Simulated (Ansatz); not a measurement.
# B2H6: single points with varied inputs

Aim: run B2H6 under a spread of inputs, and see what each costs and gives.

Method: the settings change from run to run; program: Ansatz 0.2.0, Gaussian basis.

**1. The geometry**

An earlier PBE-D4 in a triple-zeta def2 set relaxation fixed the geometry.

8 atoms, charge 0, spin multiplicity 1.

Atoms are counted from 1 here; the program's logs count them from 0.

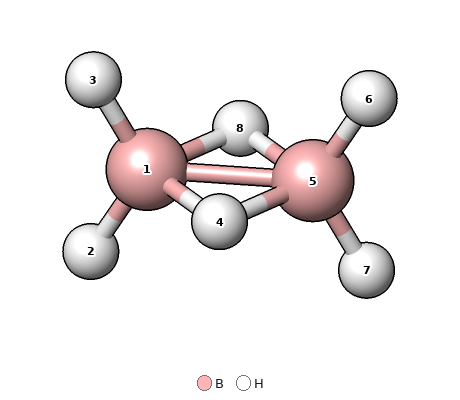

The structure; boron pink, hydrogen white; atoms are numbered from 1 in the order of the file.

**2. BLYP/def2-mTZVPP**

Set apart from the defaults: unrestricted orbitals, D3(BJ) with three-body dispersion.

Input file in.yaml:

```yaml
crystal:
  periodic: [false, false, false]
  atoms:
    - {symbol: B, position_ang: [0.496898, -0.633407, 0.350706]}
    - {symbol: H, position_ang: [1.339499, -1.152615, -0.322534]}
    - {symbol: H, position_ang: [0.313190, -0.954749, 1.489032]}
    - {symbol: H, position_ang: [0.653675, 0.676684, 0.296367]}
    - {symbol: B, position_ang: [-0.496881, 0.633438, -0.350664]}
    - {symbol: H, position_ang: [-1.339519, 1.152598, 0.322563]}
    - {symbol: H, position_ang: [-0.313221, 0.954747, -1.489013]}
    - {symbol: H, position_ang: [-0.653642, -0.676696, -0.296458]}
basis:
  gaussian: {orbitals: def2-mTZVPP}
magnetization: {spin_polarized: true, initial_magnetization: 0}
hamiltonian: {xc: {name: BLYP}, dispersion: d3bjatm}
scf: {omitted_lower_state_checks: [starts]}
output: {forces: true}
```

Command:

```bash
$ ansatz run in.yaml --threads 4 --pin off --events-out ev --progress --plain --max-ram 3916MiB
```

The program printed (excerpt; [...] marks lines left out):

```text
Functional definition: BLYP
  name "BLYP"
  cite "Becke, Phys. Rev. A 38, 3098 (1988) doi:10.1103/PhysRevA.38.3098"
  cite "Lee, Yang & Parr, Phys. Rev. B 37, 785 (1988) doi:10.1103/PhysRevB.37.785"
[...]
696 factors; their error is unknown
[...]
mean field -1448.77712564 eV, -53.2415773507 hartree, gradient 5.3e-5 eV, S^2 0.000000; 0 other end points of the search recorded, 0 dependent functions left out
[...]
reference -1448.77746836 eV, -53.2415899456 hartree; 8, 8 occupied and 60, 60 virtual orbitals, 696 factors
Total energy: -1448.97725162 eV, -53.2489318450 hartree
Atom 0 at     0.496898    -0.633407     0.350706 Å, force     0.118931    -0.154990     0.084069 eV/Å
Atom 1 at     1.339499    -1.152615    -0.322534 Å, force    -0.065035     0.033115     0.068901 eV/Å
Atom 2 at     0.313190    -0.954749     1.489032 Å, force     0.027845     0.015244    -0.095157 eV/Å
Atom 3 at     0.653675     0.676684     0.296367 Å, force    -0.091045    -0.093157    -0.041289 eV/Å
Atom 4 at    -0.496881     0.633438    -0.350664 Å, force    -0.119679     0.154186    -0.084830 eV/Å
Atom 5 at    -1.339519     1.152598     0.322563 Å, force     0.065209    -0.033007    -0.068763 eV/Å
Atom 6 at    -0.313221     0.954747    -1.489013 Å, force    -0.027771    -0.015038     0.095294 eV/Å
Atom 7 at    -0.653642    -0.676696    -0.296458 Å, force     0.091544     0.093648     0.041777 eV/Å
Dipole moment:     0.000012     0.000001    -0.000001 e Å
Checks for a lower state left out: starts
```

It took 0.6 s on 4 threads of Arm Neoverse V1, shared host.

Largest force 0.213 eV/Å, dipole 0.00 D, ⟨S²⟩ 0.000.

**3. CCSDT/STO-3G**

This run has relativity set to scalar, correlated electrons set to all, 2 DIIS vectors, high accuracy.

Edit in.yaml of step 2 so:

```diff
@@ -12,6 +12,6 @@
 basis:
-  gaussian: {orbitals: def2-mTZVPP}
-magnetization: {spin_polarized: true, initial_magnetization: 0}
-hamiltonian: {xc: {name: BLYP}, dispersion: d3bjatm}
+  gaussian: {orbitals: STO-3G}
+hamiltonian: {xc: {name: HF}, pseudopotentials: {relativity: scalar}}
+correlation: {method: ccsdt, electrons: all, diis_vectors: 2}
+accuracy: high
 scf: {omitted_lower_state_checks: [starts]}
-output: {forces: true}
```

Launched as before.

The program printed (excerpt; [...] marks lines left out):

```text
Functional definition: HF
  name "HF"
  cite "Fock, Z. Phys. 61, 126 (1930) doi:10.1007/BF01340294"
  parent pbe
[...]
276 factors; integrals over basis functions are off by at most 1.5e-8 eV
[...]
mean field -1419.62189172 eV, -52.1701422665 hartree, gradient 6.0e-8 eV, S^2 0.000000; 0 other end points of the search recorded, 0 dependent functions left out
reference -1419.62189172 eV, -52.1701422665 hartree; 8, 8 occupied and 8, 8 virtual orbitals, 276 factors
second order -2.49634719 eV of doubles, -0.00000000 eV of singles
cycle   1  -3.10185904 eV  change   -6.1e-1 eV  update   5.8e-2
[...]
cycle  21  -3.43525356 eV  change  -5.8e-10 eV  update   1.8e-9
Total energy: -1423.05714528 eV, -52.2963855063 hartree
Relativity: scalar
Checks for a lower state left out: starts
```

It took 0.3 s on 4 threads of Arm Neoverse V1, shared host.

T1 0.004.

**4. wB97X-V/def2-mTZVP**

Set apart from the defaults: the search for lower states set to full.

Edit in.yaml of step 3 so:

```diff
@@ -12,6 +12,5 @@
 basis:
-  gaussian: {orbitals: STO-3G}
-hamiltonian: {xc: {name: HF}, pseudopotentials: {relativity: scalar}}
-correlation: {method: ccsdt, electrons: all, diis_vectors: 2}
-accuracy: high
-scf: {omitted_lower_state_checks: [starts]}
+  gaussian: {orbitals: def2-mTZVP}
+hamiltonian: {xc: {name: wB97X-V}}
+scf: {lower_state_search: full}
+output: {forces: true}
```

The command is unchanged.

The program printed (excerpt; [...] marks lines left out):

```text
Functional definition: wB97X-V
  name "wB97X-V"
  cite "Mardirossian & Head-Gordon, Phys. Chem. Chem. Phys. 16, 9904 (2014) doi:10.1039/C3CP54374A"
  cite "Becke, J. Chem. Phys. 107, 8554 (1997) doi:10.1063/1.475007"
  cite "Vydrov & Van Voorhis, J. Chem. Phys. 133, 244103 (2010) doi:10.1063/1.3521275"
[...]
      + integral(e_c_pw_opposite_spin*poly(b97_u_opposite, cos0, cos1)) + vv10(b, c)
569 factors; integrals over basis functions are off by at most 9.6e-4 eV
188 factors; integrals over basis functions are off by at most 5.9e-6 eV
[...]
mean field -1449.54409330 eV, -53.2697628926 hartree, gradient 3.9e-5 eV, S^2 0.000000; 0 other end points of the search recorded, 0 dependent functions left out
[...]
reference -1449.54409125 eV, -53.2697628171 hartree; 8, 8 occupied and 48, 48 virtual orbitals, 569 factors
Total energy: -1449.54409125 eV, -53.2697628171 hartree
Atom 0 at     0.496898    -0.633407     0.350706 Å, force     0.064294    -0.085554     0.045500 eV/Å
Atom 1 at     1.339499    -1.152615    -0.322534 Å, force    -0.124757     0.084019     0.084463 eV/Å
Atom 2 at     0.313190    -0.954749     1.489032 Å, force     0.014832     0.057142    -0.162050 eV/Å
Atom 3 at     0.653675     0.676684     0.296367 Å, force    -0.103866    -0.106350    -0.047096 eV/Å
Atom 4 at    -0.496881     0.633438    -0.350664 Å, force    -0.065081     0.084693    -0.046339 eV/Å
Atom 5 at    -1.339519     1.152598     0.322563 Å, force     0.124942    -0.083902    -0.084312 eV/Å
Atom 6 at    -0.313221     0.954747    -1.489013 Å, force    -0.014753    -0.056924     0.162204 eV/Å
Atom 7 at    -0.653642    -0.676696    -0.296458 Å, force     0.104390     0.106877     0.047630 eV/Å
Dipole moment:     0.000013     0.000001     0.000003 e Å
```

Run time: 1.4 s. Hardware: 4 threads of Arm Neoverse V1, shared host.

Largest force 0.173 eV/Å, dipole 0.00 D.

**5. PBE/def2-TZVP**

Options: D3(BJ) dispersion.

Edit in.yaml of step 4 so:

```diff
@@ -12,5 +12,3 @@
 basis:
-  gaussian: {orbitals: def2-mTZVP}
-hamiltonian: {xc: {name: wB97X-V}}
-scf: {lower_state_search: full}
-output: {forces: true}
+  gaussian: {orbitals: def2-TZVP}
+hamiltonian: {xc: {name: PBE}, dispersion: d3bj}
```

Launched as before.

The program printed:

```text
Functional definition: PBE
  name "PBE"
  cite "Perdew, Burke & Ernzerhof, Phys. Rev. Lett. 77, 3865 (1996) doi:10.1103/PhysRevLett.77.3865"
  parent pbe
  parameter kappa = 0.804
  parameter beta = 0.06672455060314922
  exchange = pbe_x(kappa = kappa, mu = beta*pi^2/3)
  correlation = pbe_c(beta = beta)
602 factors; their error is unknown
mean field evaluation 1: about -1443.1855 eV, gradient 3.5e1 eV
mean field evaluation 2: about -1442.6198 eV, gradient 3.7e1 eV
mean field evaluation 4: about -1447.2906 eV, gradient 5.3e-1 eV
mean field evaluation 8: about -1447.2805 eV, gradient 1.7e-3 eV
mean field -1447.28048469 eV, -53.1865768104 hartree, gradient 5.6e-5 eV, S^2 0.000000; 0 other end points of the search recorded, 0 dependent functions left out
reference -1447.28052717 eV, -53.1865783714 hartree; 8, 8 occupied and 90, 90 virtual orbitals, 602 factors
Total energy: -1447.37614819 eV, -53.1900923791 hartree
```

It took 0.45 s on 4 threads of Arm Neoverse V1, shared host.

**6. The runs in one table**

```tsv
level	charge	multiplicity	geometry	functions	energy (eV)	time
BLYP/def2-mTZVPP	0	1	relaxed	68	-1448.977	0.6 s
CCSDT/STO-3G	0	1	relaxed	16	-1423.057	0.3 s
wB97X-V/def2-mTZVP	0	1	relaxed	56	-1449.544	1.4 s
PBE/def2-TZVP	0	1	relaxed	98	-1447.376	0.45 s
```

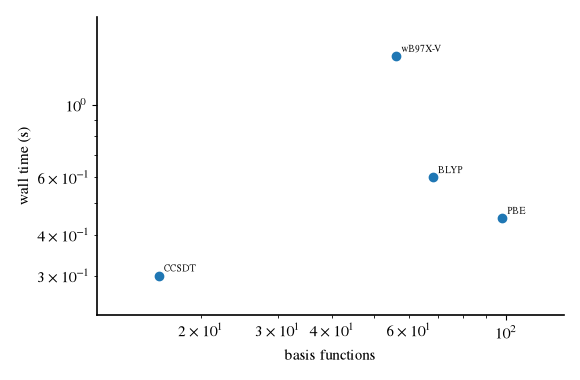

Wall time against the number of basis functions (shared host).

**7. What came out**

```
                                         quantity                      value
                                             runs                          4
                                         quickest        CCSDT/STO-3G, 0.3 s
                                          slowest  wB97X-V/def2-mTZVP, 1.4 s
spread of total energies, same state and geometry                    26.5 eV
                  dipole, same state and geometry             0.00 to 0.00 D
```

**Reading.** Run time spans a factor of 5, from CCSDT/STO-3G to wB97X-V/def2-mTZVP. The jobs differ in tasks and options as well as level. Total energies at one charge and spin differ by 26 eV between levels, so only differences within one level mean anything. At the PBE-D4/def2-TZVP geometry and in the same state, the sound runs without point charges leave forces up to 0.21 eV/Å (BLYP/def2-mTZVPP).
